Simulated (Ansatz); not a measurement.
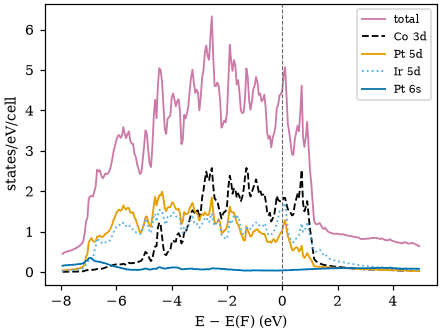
Total and projected density of states of CoIrPt in space group P3m1 (No. 156; Co on 1a, Pt on 1b, Ir on 1c), PBE in the plane-wave PAW code Ansatz

Task: Which orbitals carry the states next to the Fermi level?

Result: Within 0.5 eV of the Fermi level: Co 3d 43 %, Ir 5d 30 %, Pt 5d 22 %. Projections are on Löwdin-orthogonalised atomic valence shells; empty p or d shells of many metals are not among them.

Task: Where is the tallest occupied peak in this window, and what makes it?

Result: Near -2.5 eV, about 6.3 states/eV per cell; the largest projected share is Co 3d.

The start of the workflow was typed in or built on a structure type; neither database checked (COD, Materials Project) lists it. Whether it is the stable phase at ambient conditions was not checked. The PBE relaxation kept the symmetry of its start; whether a distortion lowers the energy is not shown. The final state is ferromagnetic, the only order run, not a proven ground state. Scalar-relativistic: spin–orbit coupling is off unless named, which matters more the heavier the elements.

Potentials: the later of the program's two PAW sets.
